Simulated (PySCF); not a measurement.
# Run report: C2H3F5OSi, excited-state calculation

C2H3F5OSi, SMILES O[SiH2]C(F)(F)C(F)(F)F, computed with TDDFT PBE0/def2-SVPD, vertical, gas phase, core orbitals frozen in the response (PySCF 2.14.0).

The geometry comes from this level: GFN2-xTB.

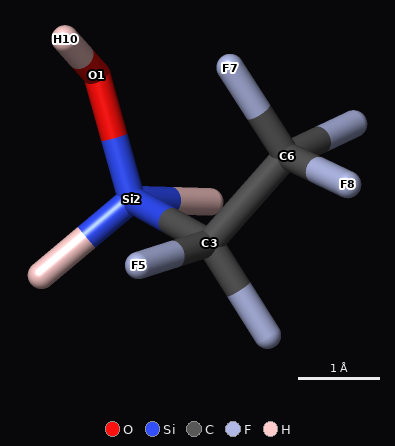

*The input geometry (stick view, seen at a tilt; atoms are numbered from 1 in the order of the input).*

Bond lengths as drawn: C–C 1.53 Å, C–F 1.33 to 1.37 Å, C–Si 1.95 Å, H–O 0.96 Å, H–Si 1.45 to 1.46 Å and O–Si 1.60 Å.

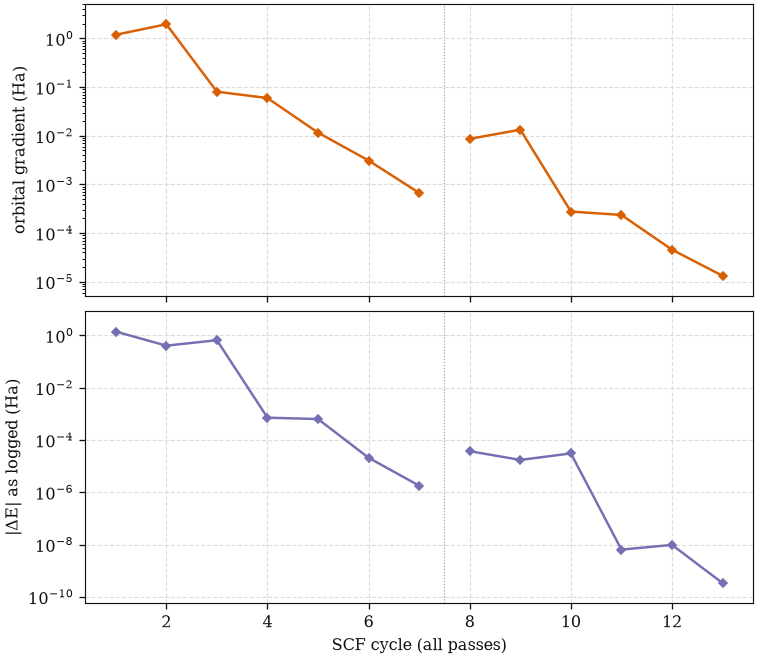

*Convergence of the self-consistent field: orbital gradient and size of the energy change against the SCF cycle. The dotted line marks the change from a coarse to the final integration grid.*

The first 7 cycles use a coarse grid, the final grid takes over at cycle 8, and the field converges after 13 cycles in all.

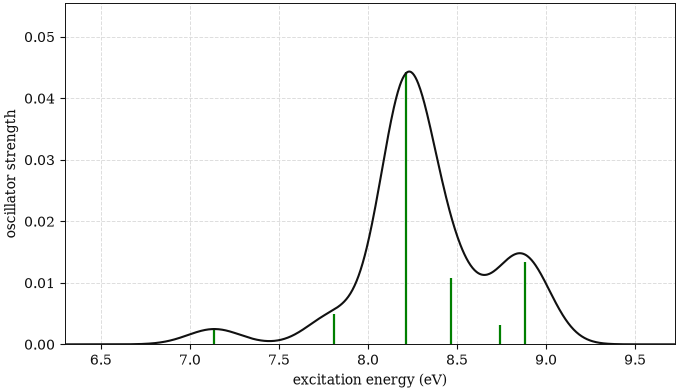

*Computed excitations as sticks (degenerate states added up, dark ones marked on the axis), with a Gaussian envelope of 0.35 eV full width at half maximum, scaled to the tallest.*

Of the 6 states the lowest lies at 7.14 eV (f = 0.003); the strongest line is at 8.22 eV, or 151 nm (f = 0.044).

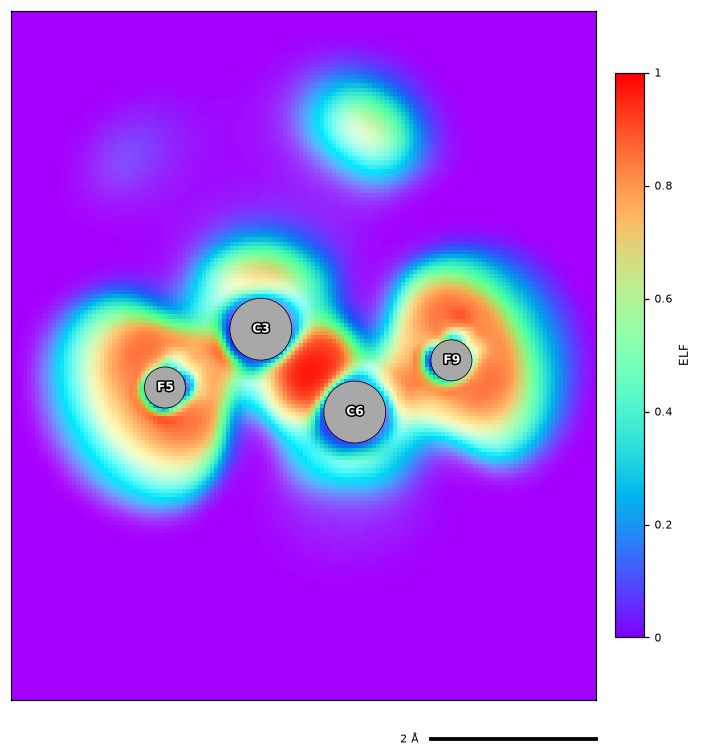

*Electron localisation function on the plane of atoms F5, C3 and C6. Grey discs, where drawn, cover atomic cores.*

The section cuts through C and F sites. C–F (1.34 Å): the ELF peaks at about 0.85 between the atoms, which marks a polar covalent bond. C–C (1.53 Å): the ELF peaks at about 1 between the atoms (a shared electron pair).

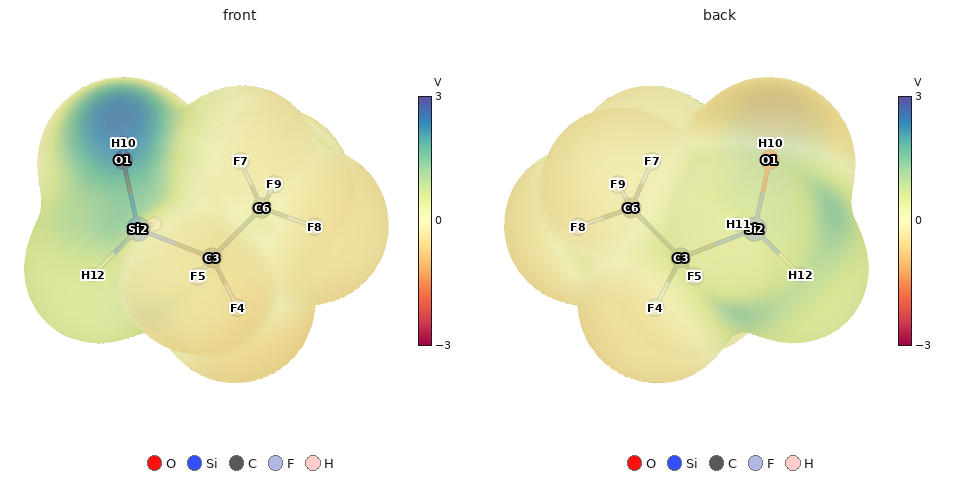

*The electrostatic potential painted on the density surface at 0.001 e/bohr³, seen at a tilt and from behind; red is negative and blue positive.*

Its dipole moment is 2.18 D.

These pictures come from the run below.

**The input**
```
{"job": {"kind": "uv", "xc": "PBE0", "basis": "def2-SVPD", "nstates": 6, "ntriplets": 2}, "charge": 0, "multiplicity": 1}
O      1.868972     0.226671     0.937730
Si     1.195095    -0.875042    -0.014168
C     -0.483485    -0.165534    -0.721701
F     -1.284303    -1.150872    -1.208996
F     -0.249011     0.675394    -1.773744
C     -1.278797     0.620261     0.317647
F     -0.587597     1.710417     0.691841
F     -2.476703     1.034659    -0.086893
F     -1.461453    -0.116533     1.420518
H      1.975813     1.162913     0.777262
H      0.841203    -1.968744     0.867437
H      1.941464    -1.154276    -1.232961
```

The first line tells a small driver script what to run in PySCF; the rest is the geometry in Å.

Run as:
```bash
OMP_NUM_THREADS=1 python <driver script> task.json out
```

**What the program printed**
```
coarse grid: 12176 points
cycle   1  E = -940.3036850740  dE =  1.402e+00  |g| = 1.190e+00  |ddm| = 4.198e+00
cycle   2  E = -939.8970667467  dE =  4.066e-01  |g| = 1.955e+00  |ddm| = 2.741e+00
cycle   3  E = -940.5535915054  dE = -6.565e-01  |g| = 8.050e-02  |ddm| = 1.725e+00
cycle   4  E = -940.5543039838  dE = -7.125e-04  |g| = 5.956e-02  |ddm| = 1.561e-01
cycle   5  E = -940.5549366860  dE = -6.327e-04  |g| = 1.159e-02  |ddm| = 5.692e-02
cycle   6  E = -940.5549574986  dE = -2.081e-05  |g| = 3.094e-03  |ddm| = 1.400e-02
cycle   7  E = -940.5549592792  dE = -1.781e-06  |g| = 6.709e-04  |ddm| = 3.544e-03
final grid: 119688 points
cycle   8  E = -940.6813915484  dE = -3.723e-05  |g| = 8.652e-03  |ddm| = 6.370e-02
cycle   9  E = -940.6813742913  dE =  1.726e-05  |g| = 1.334e-02  |ddm| = 1.823e-02
cycle  10  E = -940.6814048613  dE = -3.057e-05  |g| = 2.771e-04  |ddm| = 1.080e-02
cycle  11  E = -940.6814048677  dE = -6.379e-09  |g| = 2.357e-04  |ddm| = 5.577e-04
cycle  12  E = -940.6814048774  dE = -9.694e-09  |g| = 4.558e-05  |ddm| = 2.348e-04
cycle  13  E = -940.6814048777  dE = -3.345e-10  |g| = 1.327e-05  |ddm| = 5.793e-05
converged SCF energy = -940.6814048777

Static polarisability (au): isotropic 57.386, principal 54.561 55.873 61.722

Singlet excitations
state   eV       nm        f      main configurations
  1   7.1369    173.7   0.00265   H->L 0.97
  2   7.8078    158.8   0.00499   H-1->L 0.97
  3   8.2159    150.9   0.04434   H->L+1 0.77, H->L+2 0.14
  4   8.4655    146.5   0.01071   H->L+2 0.69, H->L+1 0.19
  5   8.7426    141.8   0.00307   H->L+3 0.63, H->L+4 0.15, H->L+2 0.10
  6   8.8827    139.6   0.01337   H-1->L+1 0.88

Triplet excitations (Tamm-Dancoff, eV): 6.6769 7.3480
```

**Key numbers**

- outcome: converged
- total energy: −940.681405 hartree
- HOMO: −9.11 eV
- LUMO: −0.54 eV
- dipole moment: 2.18 D
- mean polarisability: 57.39 a.u.
- lowest singlet excitation: 7.14 eV
- hardware: 1 CPU thread, shared host
- wall time: 30 s
- peak memory: 0.91 GiB
